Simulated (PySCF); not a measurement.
# C4H4N2O: NMR shifts at several levels of theory, part 1 of 2

Aim: compute the NMR shifts of C4H4N2O (`[O-][n+]1cccnc1`) at several levels, and see how far they spread and what each costs.

Programs: PySCF 2.14.0, with density-fitted response routines of our own. Each step states its level of theory. These are calculated values for one molecule in the gas phase, unless marked as measured. Atoms count from 0, in the outputs and in this text.

**1. The starting structure**

11 atoms, charge 0, multiplicity 1; geometry from: GFN2-xTB.

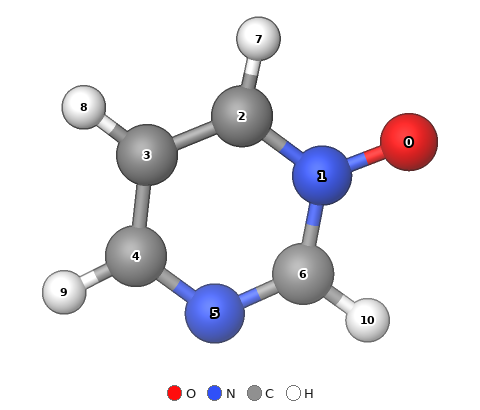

As it starts; oxygen red, nitrogen blue, carbon grey, hydrogen white, atoms numbered.

**2. Optimising the geometry at PBE0-D3(BJ)/def2-SVP**

Job settings and geometry (Å):

```
{"job": {"xc": "PBE0", "basis": "def2-SVP", "d3": "d3bj", "grid": 1, "kind": "geom"}, "charge": 0, "multiplicity": 1}
O      2.153450     0.365950     0.007160
N      0.918700     0.176840     0.004100
C      0.038130     1.208690     0.038670
C     -1.317400     0.972500     0.031400
C     -1.751250    -0.346330    -0.008170
N     -0.881740    -1.347460    -0.039700
C      0.389770    -1.081690    -0.034130
H      0.475210     2.195590     0.070630
H     -2.010370     1.798100     0.056090
H     -2.795610    -0.616880    -0.014850
H      1.102230    -1.893230    -0.061660
```

Standard output:

```text
step   0  E = -338.85973122  max force = 0.013916
step   1  E = -338.86092032  max force = 0.007396
step   2  E = -338.86065848  max force = 0.009695
step   3  E = -338.86108910  max force = 0.004057
step   4  E = -338.86111753  max force = 0.002222
step   5  E = -338.86112518  max force = 0.001195
step   6  E = -338.86112872  max force = 0.000906
step   7  E = -338.86113175  max force = 0.000400
optimisation converged
```

Run time: 38 s. Hardware: 4 threads of Arm Neoverse N1, shared host.

Relaxation path: (the energy doesn't fall at every step)

| step | energy from step 0 (eV) | largest force component (eV/Å) |
| --- | --- | --- |
| 0 | 0.0000 | 0.7156 |
| 1 | -0.0324 | 0.3803 |
| 2 | -0.0252 | 0.4985 |
| 3 | -0.0369 | 0.2086 |
| 4 | -0.0377 | 0.1143 |
| 5 | -0.0379 | 0.0614 |
| 6 | -0.0380 | 0.0466 |
| 7 | -0.0381 | 0.0206 |

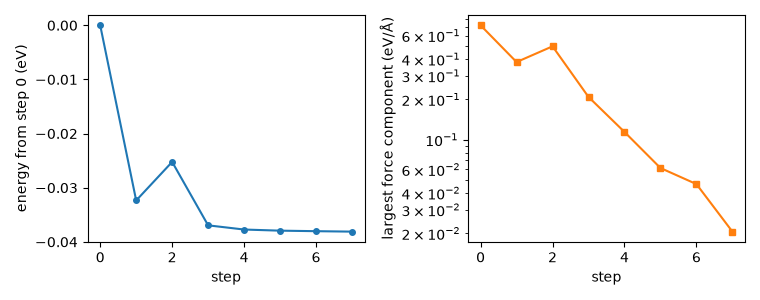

Energy and force, step by step.

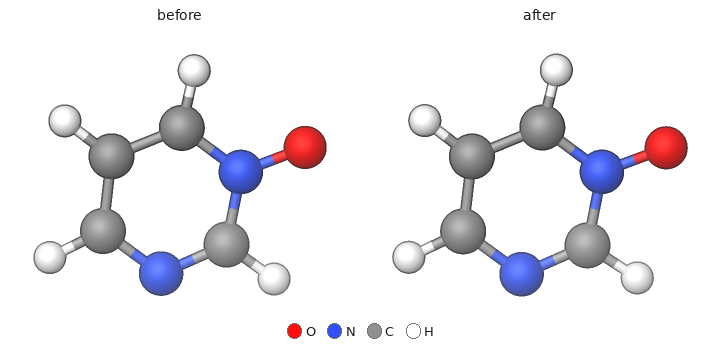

Before and after, at one scale.

Close pairs (by a distance rule), those that changed most:

```csv
bond,before (Å),after (Å),change (Å)
N1–C6,1.366,1.382,+0.016
C4–H9,1.079,1.094,+0.015
C3–H8,1.078,1.092,+0.013
C6–H10,1.080,1.093,+0.013
N1–C2,1.357,1.368,+0.011
C2–H7,1.080,1.090,+0.010
C4–N5,1.326,1.334,+0.007
N5–C6,1.299,1.305,+0.006
```

The next job starts from the end point, and lists it.

```
                         at the end point                value
  point group (found at 0.08 Å tolerance)                   Cs
rotational constants (GHz, main isotopes)  6.119, 2.900, 1.968
                        dipole moment (D)                 3.30
```

**3. Shielding tensors: PBE0/pcSseg-2**

Job settings and geometry (Å):

```
{"job": {"kind": "nmr", "xc": "PBE0", "basis": "pcSseg-2", "pop": false}, "charge": 0, "multiplicity": 1}
O      2.155817     0.357997     0.008198
N      0.923624     0.177080     0.004338
C      0.034299     1.216051     0.036631
C     -1.325247     0.969480     0.030795
C     -1.764008    -0.351408    -0.008131
N     -0.889740    -1.358224    -0.039277
C      0.389162    -1.096870    -0.033137
H      0.501719     2.200307     0.065746
H     -2.025182     1.806670     0.056826
H     -2.827507    -0.605783    -0.014511
H      1.148182    -1.883219    -0.057937
```

With the program's defaults for keys left out, this is: GIAO PBE0/pcSseg-2 NMR shielding, non-relativistic, gas phase.

Standard output:

```text
coarse grid: 10040 points
cycle   1  E = -339.0701493489  dE =  1.516e+00  |g| = 8.978e-01  |ddm| = 2.542e+00
cycle   2  E = -338.1853043433  dE =  8.848e-01  |g| = 2.210e+00  |ddm| = 3.486e+00
cycle   3  E = -339.1969566542  dE = -1.012e+00  |g| = 3.352e-01  |ddm| = 2.875e+00
cycle   4  E = -339.2151134307  dE = -1.816e-02  |g| = 2.156e-01  |ddm| = 3.908e-01
cycle   5  E = -339.2258682768  dE = -1.075e-02  |g| = 3.934e-02  |ddm| = 1.624e-01
cycle   6  E = -339.2262050972  dE = -3.368e-04  |g| = 1.405e-02  |ddm| = 4.204e-02
cycle   7  E = -339.2262523948  dE = -4.730e-05  |g| = 4.190e-03  |ddm| = 1.181e-02
cycle   8  E = -339.2262563881  dE = -3.993e-06  |g| = 1.054e-03  |ddm| = 3.956e-03
final grid: 99512 points
cycle   9  E = -339.2284249559  dE = -6.363e-05  |g| = 1.165e-02  |ddm| = 4.705e-02
cycle  10  E = -339.2283158042  dE =  1.092e-04  |g| = 2.564e-02  |ddm| = 2.683e-02
cycle  11  E = -339.2284511416  dE = -1.353e-04  |g| = 3.031e-03  |ddm| = 2.176e-02
cycle  12  E = -339.2284531815  dE = -2.040e-06  |g| = 6.671e-04  |ddm| = 2.792e-03
cycle  13  E = -339.2284532583  dE = -7.681e-08  |g| = 2.955e-04  |ddm| = 6.038e-04
cycle  14  E = -339.2284532798  dE = -2.152e-08  |g| = 6.872e-05  |ddm| = 2.222e-04
cycle  15  E = -339.2284532808  dE = -9.800e-10  |g| = 2.456e-05  |ddm| = 6.128e-05
converged SCF energy = -339.2284532808

GIAO shielding tensors (ppm)
atom      isotropic    diamagn.    paramagn.     s11        s22        s33       span
  0 O     -116.340     393.093    -509.433   -425.640   -114.681    191.300    616.939
  1 N      -80.225     310.990    -391.214   -222.368   -156.539    138.234    360.602
  2 C       30.528     254.424    -223.895    -51.880     19.000    124.465    176.344
  3 C       54.218     256.373    -202.156    -63.097     56.181    169.569    232.665
  4 C       38.577     251.926    -213.349    -61.770     26.860    150.641    212.411
  5 N      -80.201     320.358    -400.559   -336.249   -177.937    273.581    609.830
  6 C       22.974     255.759    -232.784    -51.131     21.257     98.798    149.928
  7 H       23.041      30.923      -7.882     20.763     22.095     26.266      5.504
  8 H       24.053      30.068      -6.016     22.069     22.975     27.114      5.045
  9 H       23.263      29.420      -6.157     20.411     22.715     26.662      6.251
 10 H       22.289      30.612      -8.324     19.497     21.937     25.432      5.935
```

Wall time 50 s (4 threads of Arm Neoverse N1, shared host).

The references, computed at this level on geometries of the same kind, shield at (ppm): 1H TMS 31.25, 13C TMS 184.1, 15N NH3 261.7, 17O H2O 328.2. Their shielding less the atom's gives the shift. The references are single molecules in the gas phase, so shifts against H2O, NH3, PH3, H3PO4 or CFCl3 are not on the usual liquid scales and can be off by tens of ppm.

```csv
atoms,environment,σ (ppm),δ (ppm)
C6,aromatic CH between two ring heteroatoms,23.0,161.2
C2,aromatic CH next to a ring nitrogen,30.5,153.6
C4,aromatic CH next to a ring nitrogen,38.6,145.5
C3,aromatic CH,54.2,129.9
H10,hydrogen on an aromatic CH between two ring heteroatoms,22.29,8.96
H7,hydrogen on an aromatic CH next to a ring nitrogen,23.04,8.20
H9,hydrogen on an aromatic CH next to a ring nitrogen,23.26,7.98
H8,hydrogen on an aromatic CH,24.05,7.19
O0,oxygen bonded to N,-116.3,444.5
N1,cationic ring nitrogen,-80.2,341.9
N5,pyridine-type ring nitrogen,-80.2,341.9
```

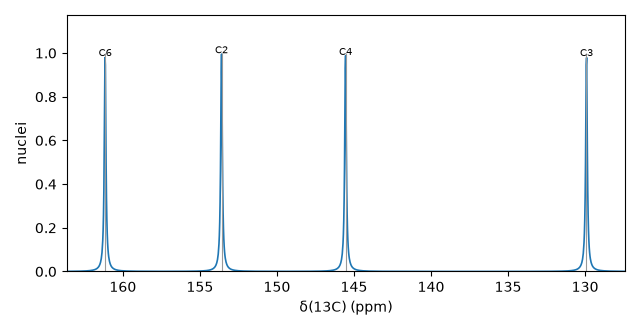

13C lines at the computed shifts, without couplings. Lines are broadened to a width of 0.12 ppm (Lorentzian).

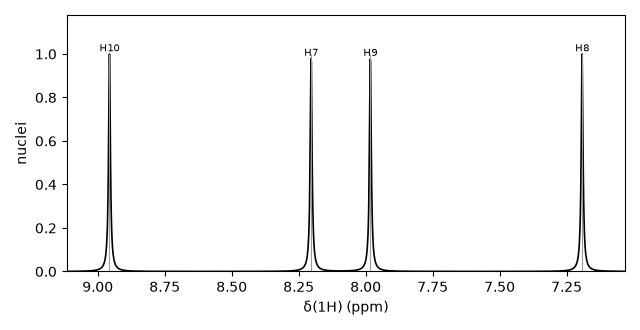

1H lines at the computed shifts, without couplings. Lines are broadened to a width of 0.01 ppm (Lorentzian).

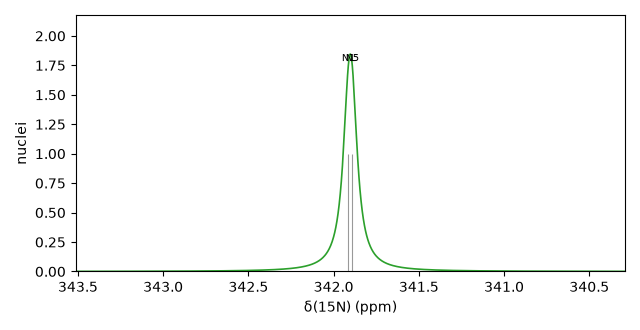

15N lines at the computed shifts, without couplings. Lines are broadened to a width of 0.08 ppm (Lorentzian).

Ring of atoms N1, C2, C3, C4, N5, C6: NICS(0) -5.0, NICS(1) -7.4, NICS(1)zz -21.2 ppm (means of both faces).

**4. Nuclear shieldings: PBE/pcSseg-2**

The job, as its differences from that of step 3:

```diff
@@ -1,2 +1,2 @@
-{"job": {"kind": "nmr", "xc": "PBE0", "basis": "pcSseg-2", "pop": false}, "charge": 0, "multiplicity": 1}
+{"job": {"kind": "nmr", "xc": "PBE", "basis": "pcSseg-2", "pop": false}, "charge": 0, "multiplicity": 1}
 O      2.155817     0.357997     0.008198
```

With the program's defaults for keys left out, this is: GIAO PBE/pcSseg-2 NMR shielding, non-relativistic, gas phase.

Standard output:

```text
coarse grid: 10040 points
cycle   1  E = -339.0525808282  dE =  1.298e+00  |g| = 9.636e-01  |ddm| = 2.532e+00
cycle   2  E = -335.0772361704  dE =  3.975e+00  |g| = 3.203e+00  |ddm| = 2.799e+00
cycle   3  E = -338.7873700663  dE = -3.710e+00  |g| = 1.275e+00  |ddm| = 2.702e+00
cycle   4  E = -339.2019837400  dE = -4.146e-01  |g| = 3.507e-01  |ddm| = 1.006e+00
cycle   5  E = -339.1857285245  dE =  1.626e-02  |g| = 4.135e-01  |ddm| = 3.559e-01
cycle   6  E = -339.2279865019  dE = -4.226e-02  |g| = 1.279e-01  |ddm| = 3.195e-01
cycle   7  E = -339.2304349139  dE = -2.448e-03  |g| = 6.565e-02  |ddm| = 1.392e-01
cycle   8  E = -339.2312136150  dE = -7.787e-04  |g| = 3.835e-02  |ddm| = 6.961e-02
cycle   9  E = -339.2315551111  dE = -3.415e-04  |g| = 1.616e-02  |ddm| = 3.201e-02
cycle  10  E = -339.2316140235  dE = -5.891e-05  |g| = 2.759e-03  |ddm| = 1.193e-02
cycle  11  E = -339.2316152885  dE = -1.265e-06  |g| = 1.525e-03  |ddm| = 2.904e-03
final grid: 99512 points
cycle  12  E = -339.2374875355  dE = -8.465e-05  |g| = 1.781e-02  |ddm| = 6.775e-02
cycle  13  E = -339.2366809683  dE =  8.066e-04  |g| = 6.220e-02  |ddm| = 5.768e-02
cycle  14  E = -339.2375263727  dE = -8.454e-04  |g| = 1.044e-02  |ddm| = 5.498e-02
cycle  15  E = -339.2375539477  dE = -2.757e-05  |g| = 2.210e-03  |ddm| = 9.272e-03
cycle  16  E = -339.2375547439  dE = -7.962e-07  |g| = 8.383e-04  |ddm| = 1.959e-03
cycle  17  E = -339.2375549328  dE = -1.889e-07  |g| = 2.632e-04  |ddm| = 7.652e-04
cycle  18  E = -339.2375549500  dE = -1.721e-08  |g| = 6.382e-05  |ddm| = 2.144e-04
cycle  19  E = -339.2375549507  dE = -6.959e-10  |g| = 3.061e-05  |ddm| = 5.087e-05
converged SCF energy = -339.2375549507

GIAO shielding tensors (ppm)
atom      isotropic    diamagn.    paramagn.     s11        s22        s33       span
  0 O     -147.436     393.739    -541.175   -505.097   -115.839    178.627    683.724
  1 N      -72.021     310.995    -383.016   -196.536   -144.580    125.053    321.589
  2 C       29.575     254.103    -224.528    -47.840     20.399    116.167    164.007
  3 C       51.174     256.601    -205.427    -63.350     54.132    162.740    226.090
  4 C       37.647     252.092    -214.444    -56.587     26.505    143.024    199.611
  5 N      -77.994     321.846    -399.840   -324.980   -172.065    263.063    588.044
  6 C       21.137     255.519    -234.381    -47.775     21.461     89.726    137.501
  7 H       23.270      31.047      -7.777     21.338     22.224     26.248      4.910
  8 H       24.122      30.125      -6.003     22.430     22.783     27.153      4.724
  9 H       23.345      29.531      -6.187     20.761     22.677     26.595      5.834
 10 H       22.420      30.802      -8.383     19.935     22.029     25.294      5.359
```

It took 46 s on 4 threads of Arm Neoverse N1, shared host.

This run: δ C6 158.3, C2 149.8, C4 141.7, C3 128.2, H10 8.76, H7 7.91 ppm.

(Continued in part 2 of 2.)
